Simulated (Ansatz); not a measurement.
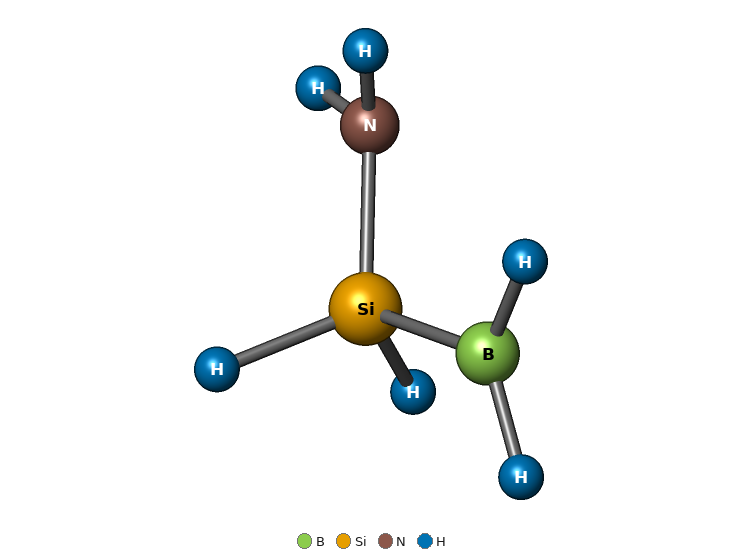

Harmonic vibrations computed with RKS PBE0-D4/def2-TZVP (Ansatz 0.2.0) at a stationary point of the same level.

> Minimum or transition state?

A minimum: no imaginary frequency, and the lowest mode lies at 160 cm⁻¹.

> List the wavenumbers.

21 modes: 160, 167, 228, 381, 406, 580, 641, 720, 794, 863, 915, 932, 954, 1171, 1583, 2111, 2202, 2580, 2662, 3601, 3694 cm⁻¹.
